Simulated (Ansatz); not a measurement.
# The perfect Ni wire of staggered 4-rings about a central row

Aim: is the Ni wire of staggered 4-rings about a central row a metal or a semiconductor?

Calculated with Ansatz 0.2.0; DFT PBE, plane waves, PAW; relaxation of a wire's period, in the first sound run; inputs show where later runs differ.

### 1. Set-up

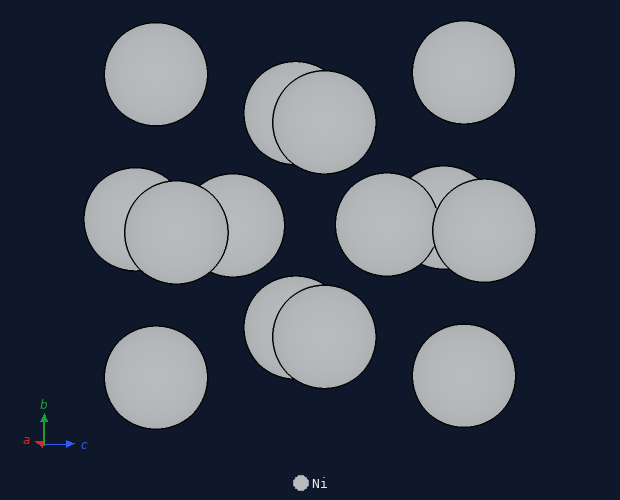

The cell as given, from the side, with the c axis across the page (nickel light grey). Some periodic images of atoms are drawn too.

The cell holds 10 atoms: 10 Ni. Cell: a = 10.982 Å, b = 10.982 Å, c = 4.281 Å, α = 90.0°, β = 90.0°, γ = 90.0°. Vacuum lies along a and b. The structure's axis is c.

### 2. Relaxing the period

Band widths follow the bond lengths, so the wire is relaxed first. The atoms and the third cell vector are free; the box across stays fixed as vacuum. Moments are seeded so that a magnetic state can form if it lies lower. A Fermi-Dirac smearing is set since the result may be a metal. The pressure printed is a third of the stress's trace over the whole box, vacuum included; only the stress along the axis is relaxed.

input.yaml

```yaml
crystal:
  lattice:
    - [10.982, 0.0, 0.0]
    - [0.0, 10.982, 0.0]
    - [0.0, 0.0, 4.281107296]
  atoms:
    - { symbol: Ni, position: [0.309597523, 0.49997936, 0.0], spin: 0.8 }
    - { symbol: Ni, position: [0.49997936, 0.690361197, 0.0], spin: 0.8 }
    - { symbol: Ni, position: [0.49997936, 0.309597523, 0.0], spin: 0.8 }
    - { symbol: Ni, position: [0.690361197, 0.49997936, 0.0], spin: 0.8 }
    - { symbol: Ni, position: [0.49997936, 0.49997936, 0.25], spin: 0.8 }
    - { symbol: Ni, position: [0.365359072, 0.634599648, 0.5], spin: 0.8 }
    - { symbol: Ni, position: [0.365359072, 0.365359072, 0.5], spin: 0.8 }
    - { symbol: Ni, position: [0.634599648, 0.634599648, 0.5], spin: 0.8 }
    - { symbol: Ni, position: [0.634599648, 0.365359072, 0.5], spin: 0.8 }
    - { symbol: Ni, position: [0.49997936, 0.49997936, 0.75], spin: 0.8 }
magnetization:
  spin_polarized: true
kpoints:
  mp_grid: { grid: [1, 1, 19] }
scf:
  occupations: { method: fermi_dirac, width: 0.05 }
hamiltonian:
  xc: pbe
relax:
  cell: { fix: [a, b, alpha, beta, gamma] }
  max_steps: 60
```

On the command line:

```console
$ ansatz run input.yaml --threads 8 --pin off --max-ram 16384MiB --backend cpu --events-out ev --progress --plain --runs-dir out
```

Numbers of over 12 decimals in the logs are rounded to 6 here.

Output:

```text
Engine: ansatz 0.2.0, x86_64-unknown-linux-gnu
Pseudopotentials: kind: paw
Pseudopotential: Ni, paw, valence charge 18, recommended cutoff 420 eV (normal), Ni.paw.azcp
Functional definition: PBE
  parameter kappa = 0.804
  parameter beta = 0.066725
  exchange = pbe_x(kappa = kappa, mu = beta*pi^2/3)
  correlation = pbe_c(beta = beta)
Crystal: 10 atoms, lattice volume = 516.320 Å³
Basis set: ecut = 420 eV, 10071 PW (Γ), exchange–correlation on 150×150×60 points (8 copies of the dense FFT grid, shifted against one another)
Bands: 113, of which v1, the nominal top of the filled ones, is band 90 counted from 1 (89 counted from 0)
Symmetry: 16 space group operations
Space group: P4/mmm (ITA 123), of the structure as read, at distance tolerance 8.0e-5 Å
Magnetic group: BNS 123.339 (UNI 999), of the structure as read, at distance tolerance 8.0e-5 Å
k-points: 10 of 19
Non-local potential: Ni, projectors of the file, l = 0: 3, l = 1: 2, l = 2: 3, l = 3: 1
PAW form: soft (Blöchl's): semilocal exchange-correlation on the pseudo side does not see the compensation charge
PAW one-centre angular grid: Ni, 590 points (default); XC on 64 Gauss nodes
Initial density: superposition of atomic densities (neutral atoms: chi_scale 0, normalization atom)
Starting moments: Σ|m| = 8 μB on 10 of 10 sites
Initial wavefunctions: pseudopotential atomic-orbital guess
Functional: x = pbe(κ = 0.804, μ = 0.219515), c = pbe(β = 0.066725)
SCF iter   1: F=—  HF=-58370.990153 eV  |F-HF|=—  |Δ(HF+E_count)|=         —  Δρ=2.77e-2 (↑2.77e-2 ↓2.54e-2)  dr2=2.34e1  dr2_m=6.26e-1  M=7.934 μB ∫|m|=8.483 μB  β_m=0.30  ethr=3.10e-3  ⟨swp⟩=8.3  Hψ=10890  notcnv=0  defer=29
Mixer restart at iter 1: flushing history
preconditioner: auto → LDOS  [metal: Δε(μ)=0.016 eV  Ē_g=5.632 eV  σ=0.050 eV  W_gap=0.08  n_scr=106 (ndim 8)  ℏωp=16.3 eV  f_vac=0.634  D(μ)=27.06/eV (n_scr^D=244)]
spin=Collinear: LDOS preconditioning applied to the charge; magnetization (m = ρ↑ − ρ↓) channel mixes plain (no charge-response kernel on spin).
SCF iter   2: F=—  HF=-58374.006442 eV  |F-HF|=—  |Δ(HF+E_count)|=    3.02e0  Δρ=1.78e-2 (↑1.78e-2 ↓1.28e-2)  dr2=4.38e0  dr2_m=3.92e-1  M=7.950 μB ∫|m|=8.708 μB  β_m=0.40  ethr=3.10e-3  ⟨swp⟩=2.9  Hψ=3947  notcnv=0  defer=184
SCF iter   3: F=—  HF=-58380.715776 eV  |F-HF|=—  |Δ(HF+E_count)|=    6.71e0  Δρ=8.44e-3 (↑4.67e-3 ↓8.44e-3)  dr2=2.85e-1  dr2_m=1.48e-1  M=7.989 μB ∫|m|=8.964 μB  β_m=0.49  ethr=2.43e-3  ⟨swp⟩=3.0  Hψ=3719  notcnv=0  defer=195
SCF iter   4: F=—  HF=-58382.292439 eV  |F-HF|=—  |Δ(HF+E_count)|=         —  Δρ=5.64e-3 (↑3.89e-3 ↓5.64e-3)  dr2=2.92e-1  dr2_m=3.38e-2  M=7.616 μB ∫|m|=8.761 μB  β_m=0.49  ethr=1.58e-4  ⟨swp⟩=2.8  Hψ=3320  notcnv=0  defer=196
SCF iter   5: F=—  HF=-58383.255866 eV  |F-HF|=—  |Δ(HF+E_count)|=   9.63e-1  Δρ=3.13e-3 (↑9.46e-4 ↓3.13e-3)  dr2=5.36e-2  dr2_m=1.37e-2  M=7.420 μB ∫|m|=8.671 μB  β_m=0.74  ethr=1.58e-4  ⟨swp⟩=3.0  Hψ=3528  notcnv=0  defer=196
SCF iter   6: F=—  HF=-58383.499870 eV  |F-HF|=—  |Δ(HF+E_count)|=   2.44e-1  Δρ=2.82e-3 (↑8.21e-4 ↓2.82e-3)  dr2=2.91e-2  dr2_m=1.11e-2  M=7.221 μB ∫|m|=8.533 μB  β_m=0.87  ethr=2.98e-5  ⟨swp⟩=2.0  Hψ=3752  notcnv=0  defer=205
SCF iter   7: F=—  HF=-58383.517724 eV  |F-HF|=—  |Δ(HF+E_count)|=   1.79e-2  Δρ=2.68e-3 (↑2.05e-3 ↓2.68e-3)  dr2=6.22e-2  dr2_m=1.32e-3  M=7.209 μB ∫|m|=8.534 μB  β_m=0.72  ethr=1.61e-5  ⟨swp⟩=2.2  Hψ=4329  notcnv=0  defer=205
SCF iter   8: F=—  HF=-58383.507301 eV  |F-HF|=—  |Δ(HF+E_count)|=   1.04e-2  Δρ=6.52e-4 (↑2.60e-4 ↓6.52e-4)  dr2=1.43e-3  dr2_m=6.30e-4  M=7.183 μB ∫|m|=8.497 μB  β_m=0.86  ethr=1.61e-5  ⟨swp⟩=2.0  Hψ=3494  notcnv=0  defer=205
SCF iter   9: F=—  HF=-58383.507234 eV  |F-HF|=—  |Δ(HF+E_count)|=   6.64e-5  Δρ=2.05e-4 (↑8.73e-5 ↓2.05e-4)  dr2=2.81e-4  dr2_m=3.86e-5  M=7.179 μB ∫|m|=8.489 μB  β_m=0.93  ethr=7.95e-7  ⟨swp⟩=2.0  Hψ=3550  notcnv=0  defer=205
SCF iter  10: F=—  HF=-58383.507245 eV  |F-HF|=—  |Δ(HF+E_count)|=   1.06e-5  Δρ=7.95e-5 (↑2.75e-5 ↓7.95e-5)  dr2=3.74e-5  dr2_m=6.77e-6  M=7.180 μB ∫|m|=8.488 μB  β_m=0.96  ethr=1.56e-7  ⟨swp⟩=2.0  Hψ=3216  notcnv=0  defer=205
SCF iter  11: F=—  HF=-58383.507241 eV  |F-HF|=—  |Δ(HF+E_count)|=   4.25e-6  Δρ=6.36e-5 (↑1.59e-5 ↓6.36e-5)  dr2=1.74e-5  dr2_m=4.68e-6  M=7.180 μB ∫|m|=8.487 μB  β_m=0.88  ethr=2.08e-8  ⟨swp⟩=2.0  Hψ=3283  notcnv=0  defer=205
SCF iter  12: F=—  HF=-58383.507240 eV  |F-HF|=—  |Δ(HF+E_count)|=   1.13e-6  Δρ=2.16e-5 (↑9.03e-6 ↓2.16e-5)  dr2=2.88e-6  dr2_m=4.81e-7  M=7.180 μB ∫|m|=8.486 μB  β_m=0.94  ethr=9.67e-9  ⟨swp⟩=1.9  Hψ=2620  notcnv=0  defer=205
SCF iter  13: F=—  HF=-58383.507240 eV  |F-HF|=—  |Δ(HF+E_count)|=   3.94e-7  Δρ=1.22e-5 (↑5.16e-6 ↓1.22e-5)  dr2=1.09e-6  dr2_m=9.39e-8  M=7.180 μB ∫|m|=8.486 μB  β_m=0.78  ethr=1.60e-9  ⟨swp⟩=2.1  Hψ=3839  notcnv=0  defer=205
SCF iter  14: F=—  HF=-58383.507240 eV  |F-HF|=—  |Δ(HF+E_count)|=   2.14e-7  Δρ=2.85e-6 (↑8.22e-7 ↓2.85e-6)  dr2=2.58e-8  dr2_m=1.01e-8  M=7.180 μB ∫|m|=8.486 μB  β_m=0.86  ethr=6.07e-10  ⟨swp⟩=2.0  Hψ=3245  notcnv=0  defer=205
SCF iter  15: F=-58383.507240 eV  HF=-58383.507240 eV  |F-HF|=5.38e-8  |Δ(HF+E_count)|=   3.72e-9  Δρ=3.30e-6 (↑3.69e-7 ↓3.30e-6)  dr2=5.77e-8  dr2_m=1.14e-8  M=7.180 μB ∫|m|=8.486 μB  ethr=1.43e-11  ⟨swp⟩=2.5  Hψ=7498  notcnv=0
SCF 1 converged in 15 iterations: F = -58383.507240 eV  dr2 = 5.77e-8
  greatest PAW one-centre occupation: 1.002 electrons in one spin orbital (limit 2), on the Ni atom at site 8 (counted from 0), in its partial waves of l = 1
relax step   1: F+E_penalty+E_count = -58383.50723976 eV  Δ(F+E_penalty+E_count) = +0.000e0 eV  max|allowed force component| = 6.270e-1 eV/Å  Δτ_max = 0.0000 Å  P = -1.154 GPa  Ω = 516.320 Å³  fix = [a, b, alpha, beta, gamma]  reactions: a -1.594, b -1.594 GPa  (15 SCF iters, dr2 threshold 1.00e-7 eV, accepted)
Crystal: 10 atoms, lattice volume = 519.332 Å³
Basis set: ecut = 420 eV, 10175 PW (Γ), exchange–correlation on 150×150×60 points (8 copies of the dense FFT grid, shifted against one another)
Initial density: handed on by an earlier stage of this run
Starting moments: Σ|m| = 8 μB on 10 of 10 sites; this step starts from the density that it was given
Initial wavefunctions: those handed on with the density
iter 1 solved again at ethr=5.26e-5 eV; its pass at ethr=3.10e-3 eV (dr2=9.48e-2 eV) is discarded
SCF iter   1: F=—  HF=-58383.646654 eV  |F-HF|=—  |Δ(HF+E_count)|=         —  Δρ=3.78e-3 (↑1.89e-3 ↓3.78e-3)  dr2=9.93e-2  dr2_m=9.70e-3  M=7.272 μB ∫|m|=8.562 μB  β_m=0.30  ethr=5.26e-5  ⟨swp⟩=3.4  Hψ=10599  notcnv=0
[...]
Initial wavefunctions: pseudopotential atomic-orbital guess (no wavefunctions were taken with the density)
iter 1 solved again at ethr=1.95e-6 eV; its pass at ethr=3.10e-3 eV (dr2=3.51e-3 eV) is discarded
SCF iter   1: F=—  HF=-58383.681671 eV  |F-HF|=—  |Δ(HF+E_count)|=         —  Δρ=2.06e-4 (↑1.97e-4 ↓2.06e-4)  dr2=3.31e-5  dr2_m=5.92e-6  M=7.327 μB ∫|m|=8.587 μB  β_m=0.65  ethr=1.95e-6  ⟨swp⟩=3.2  Hψ=15512  notcnv=0
preconditioner: auto → LDOS  [metal: Δε(μ)=0.013 eV  Ē_g=5.276 eV  σ=0.050 eV  W_gap=0.06  n_scr=22 (ndim 8)  ℏωp=16.2 eV  f_vac=0.673  D(μ)=18.11/eV (n_scr^D=134)]
spin=Collinear: LDOS preconditioning applied to the charge; magnetization (m = ρ↑ − ρ↓) channel mixes plain (no charge-response kernel on spin).
SCF iter   2: F=—  HF=-58383.705587 eV  |F-HF|=—  |Δ(HF+E_count)|=   2.39e-2  Δρ=7.22e-5 (↑7.06e-5 ↓7.22e-5)  dr2=7.38e-6  dr2_m=1.04e-6  M=7.328 μB ∫|m|=8.588 μB  β_m=0.51  ethr=1.84e-8  ⟨swp⟩=3.1  Hψ=4700  notcnv=0
SCF iter   3: F=—  HF=-58383.709481 eV  |F-HF|=—  |Δ(HF+E_count)|=   3.89e-3  Δρ=3.61e-5 (↑3.58e-5 ↓3.61e-5)  dr2=2.72e-6  dr2_m=3.10e-7  M=7.328 μB ∫|m|=8.588 μB  β_m=0.69  ethr=4.10e-9  ⟨swp⟩=3.0  Hψ=4486  notcnv=0
SCF iter   4: F=—  HF=-58383.710847 eV  |F-HF|=—  |Δ(HF+E_count)|=   1.37e-3  Δρ=1.65e-5 (↑1.38e-5 ↓1.65e-5)  dr2=2.72e-6  dr2_m=2.81e-8  M=7.329 μB ∫|m|=8.589 μB  β_m=0.58  ethr=1.51e-9  ⟨swp⟩=3.3  Hψ=5580  notcnv=0
SCF iter   5: F=—  HF=-58383.710967 eV  |F-HF|=—  |Δ(HF+E_count)|=   1.20e-4  Δρ=3.43e-6 (↑3.43e-6 ↓3.08e-6)  dr2=1.21e-7  dr2_m=7.16e-9  M=7.329 μB ∫|m|=8.589 μB  β_m=0.59  ethr=1.51e-9  ⟨swp⟩=3.0  Hψ=4879  notcnv=0
SCF iter   6: F=—  HF=-58383.710988 eV  |F-HF|=—  |Δ(HF+E_count)|=   2.07e-5  Δρ=1.30e-6 (↑7.05e-7 ↓1.30e-6)  dr2=1.28e-8  dr2_m=2.23e-9  M=7.329 μB ∫|m|=8.589 μB  β_m=0.65  ethr=6.72e-11  ⟨swp⟩=3.1  Hψ=4425  notcnv=0
SCF iter   7: F=—  HF=-58383.710988 eV  |F-HF|=—  |Δ(HF+E_count)|=   1.22e-7  Δρ=5.40e-7 (↑3.02e-7 ↓5.40e-7)  dr2=9.12e-10  dr2_m=6.46e-10  M=7.329 μB ∫|m|=8.589 μB  β_m=0.81  ethr=7.08e-12  ⟨swp⟩=3.0  Hψ=4025  notcnv=0
SCF iter   8: F=—  HF=-58383.711005 eV  |F-HF|=—  |Δ(HF+E_count)|=   1.71e-5  Δρ=1.52e-6 (↑1.36e-6 ↓1.52e-6)  dr2=2.13e-8  dr2_m=5.81e-9  M=7.329 μB ∫|m|=8.588 μB  β_m=0.81  ethr=1.00e-12  ⟨swp⟩=6.1  Hψ=8562  notcnv=0
SCF iter   9: F=—  HF=-58383.711005 eV  |F-HF|=—  |Δ(HF+E_count)|=   2.36e-8  Δρ=1.37e-6 (↑1.23e-6 ↓1.37e-6)  dr2=1.56e-8  dr2_m=4.91e-9  M=7.329 μB ∫|m|=8.588 μB  β_m=0.91  ethr=1.00e-12  ⟨swp⟩=2.0  Hψ=3260  notcnv=0
SCF iter  10: F=—  HF=-58383.711005 eV  |F-HF|=—  |Δ(HF+E_count)|=   3.85e-8  Δρ=5.36e-7 (↑5.36e-7 ↓4.64e-7)  dr2=2.73e-9  dr2_m=3.77e-10  M=7.329 μB ∫|m|=8.588 μB  β_m=0.84  ethr=1.00e-12  ⟨swp⟩=3.2  Hψ=5178  notcnv=0
SCF iter  11: F=—  HF=-58383.711005 eV  |F-HF|=—  |Δ(HF+E_count)|=   3.42e-8  Δρ=2.29e-7 (↑1.50e-7 ↓2.29e-7)  dr2=1.90e-10  dr2_m=1.38e-10  M=7.329 μB ∫|m|=8.588 μB  β_m=0.92  ethr=1.00e-12  ⟨swp⟩=3.3  Hψ=4450  notcnv=0
SCF iter  12: F=—  HF=-58383.711005 eV  |F-HF|=—  |Δ(HF+E_count)|=   1.27e-9  Δρ=2.27e-7 (↑1.54e-7 ↓2.27e-7)  dr2=3.69e-10  dr2_m=1.03e-10  M=7.329 μB ∫|m|=8.588 μB  β_m=0.96  ethr=1.00e-12  ⟨swp⟩=2.0  Hψ=3287  notcnv=0
SCF iter  13: F=—  HF=-58383.711005 eV  |F-HF|=—  |Δ(HF+E_count)|=  9.02e-10  Δρ=1.55e-7 (↑1.20e-7 ↓1.55e-7)  dr2=2.79e-10  dr2_m=5.36e-11  M=7.329 μB ∫|m|=8.588 μB  β_m=0.88  ethr=1.00e-12  ⟨swp⟩=1.9  Hψ=2692  notcnv=0
SCF iter  14: F=—  HF=-58383.711005 eV  |F-HF|=—  |Δ(HF+E_count)|=  2.91e-10  Δρ=9.34e-8 (↑9.34e-8 ↓7.00e-8)  dr2=6.27e-11  dr2_m=1.81e-11  M=7.329 μB ∫|m|=8.588 μB  β_m=0.75  ethr=1.00e-12  ⟨swp⟩=1.9  Hψ=2403  notcnv=0
SCF iter  15: F=-58383.711005 eV  HF=-58383.711005 eV  |F-HF|=7.28e-11  |Δ(HF+E_count)|=  2.91e-10  Δρ=7.88e-8 (↑3.61e-8 ↓7.88e-8)  dr2=2.81e-11  dr2_m=1.12e-11  M=7.329 μB ∫|m|=8.588 μB  ethr=1.00e-12  ⟨swp⟩=3.0  Hψ=7252  notcnv=0
SCF 5 converged in 15 iterations: F = -58383.711005 eV  dr2 = 2.81e-11
relax step   5: F+E_penalty+E_count = -58383.71100544 eV  Δ(F+E_penalty+E_count) = -1.264e-3 eV  max|allowed force component| = 1.508e-3 eV/Å  Δτ_max = 0.0000 Å  P = +0.027 GPa  Ω = 528.591 Å³  fix = [a, b, alpha, beta, gamma]  reactions: a +0.029, b +0.029 GPa  stress off target by 2.29e-2 GPa on what of the cell is left free  SCF on the basis re-selected at this cell (its energy is not comparable with the rows above)  (15 SCF iters)
basis re-selected at this cell: Δ(F+E_penalty+E_count) = -1.264e-3 eV, ΔP = -0.001 GPa vs the last step (what re-selecting the basis moved, of the pressure what is left beyond the Pulay correction that the steps carried, after the strain that the cell walked since its last selection, with what the two solves' SCF thresholds leave and, on support functions, any second-order correction that the steps lacked; it is no m [...]
SCF converged after 15 iterations
Magnetization: 7.3287 μB (93.6644 up, 86.3356 down)
Absolute magnetization: 8.5951 μB (∫|ρ↑−ρ↓|, with the PAW one-centre terms)
Spin contamination: 0.1607 ħ² per cell (⟨S²⟩ above its minimum at these occupations)
Per-site moments (μB) at R_I (Å): [(0.757286, 0.943792), (0.757286, 0.943792), (0.757286, 0.943792), (0.757286, 0.943792), (0.851335, 0.903783), (0.758350, 0.943833), (0.758350, 0.943833), (0.758350, 0.943833), (0.758350, 0.943833), (0.851335, 0.903783)]
Free energy (F): -58383.711005 eV
Harris-Foulkes:  -58383.711005 eV  (|F-HF|=7.28e-11)
Internal energy: -58383.557185 eV  (E = F + TS)
E sigma→0 (E₀):  -58383.634095 eV
Entropy (-TS):   -0.153820 eV (-15.382 meV/atom)
Fermi energy:    0.563117 eV
--- Per-component energies (eV) ---
  E_band       = -5952.961042
  E_kinetic    = 2819.737260
  E_local      = -135023.034071  (includes V_loc(G=0)·N_el)
  E_nonlocal   = 6417.005685
  E_hartree    = 63119.807463
  E_xc         = -827.456944
  E_vxc        = -1064.947696  (∫ρ·V_xc dr)
  E_paw        = -16346.324160  (= ΣΔE_a)
  E_vpaw       = -5341.343727  (= ΣTr[D̂ρ^β])
  E_aug_tail   = 0.004857  (compensation charges beyond the density's cutoff)
  E_ewald      = 21456.702724
  E_smearing   = -0.153820  (= −TS)
  E_closure    = -0.000000  (closes the sum)
  Σ components = -58383.711005   (vs F -58383.711005, Δ=0.00e0)
--- Forces (eV/Å), atoms counted from 1 ---
  atom   1  Ni     0.00150798    -0.00000000     0.00000000
  atom   2  Ni    -0.00000000    -0.00150798     0.00000000
  atom   3  Ni    -0.00000000     0.00150798     0.00000000
  atom   4  Ni    -0.00150798    -0.00000000     0.00000000
  atom   5  Ni     0.00000000    -0.00000000    -0.00119207
  atom   6  Ni     0.00079504    -0.00079504     0.00000000
  atom   7  Ni     0.00079504     0.00079504     0.00000000
  atom   8  Ni    -0.00079504    -0.00079504     0.00000000
  atom   9  Ni    -0.00079504     0.00079504     0.00000000
  atom  10  Ni     0.00000000    -0.00000000     0.00119207
  max |Σ_I F_I| component: 3.25e-19 eV/Å
--- Stress (GPa, compression-positive) ---
        0.028928       0.000000       0.000000
        0.000000       0.028928       0.000000
        0.000000       0.000000       0.022901
  P = ⅓ Tr σ = 0.0269 GPa (0.269 kbar)
--- Relaxed structure (4 steps of the walk, 4 accepted, 1 SCFs on fresh bases) ---
  F+E_penalty+E_count = -58383.71100544 eV   max|allowed force component| = 1.508e-3 eV/Å   (the final SCF, on the basis selected at the relaxed cell)
  cell:  # Å, volume = 528.5910 Å³
    - [10.982, 0.0, 0.0]
    - [0.0, 10.982, 0.0]
    - [0.0, 0.0, 4.382853]
  atoms:
    - { symbol: Ni, position: [0.317096, 0.49997936, 0] }
    - { symbol: Ni, position: [0.49997936, 0.682863, 0] }
    - { symbol: Ni, position: [0.49997936, 0.317096, 0] }
    - { symbol: Ni, position: [0.682863, 0.49997936, 0] }
    - { symbol: Ni, position: [0.49997936, 0.49997936, 0.250050] }
    - { symbol: Ni, position: [0.370638, 0.629320, 0.5] }
    - { symbol: Ni, position: [0.370638, 0.370638, 0.5] }
    - { symbol: Ni, position: [0.629320, 0.629320, 0.5] }
    - { symbol: Ni, position: [0.629320, 0.370638, 0.5] }
    - { symbol: Ni, position: [0.49997936, 0.49997936, 0.749950] }
```

Wall time 28 s (8 threads of AMD EPYC 9R45, shared host); peak memory 2.9 GiB.

(Part 1 of 4 ends here.)

[Logs are printed without paths, hosts, clocks, repeated set-up lines and the standing remarks that a program may print on its own settings, such as how far it seeks lower states.]

[Hosts, paths, dates, database ids (printed as entryN), source tags and the programs' standing remarks are cut or masked in the printed files.]
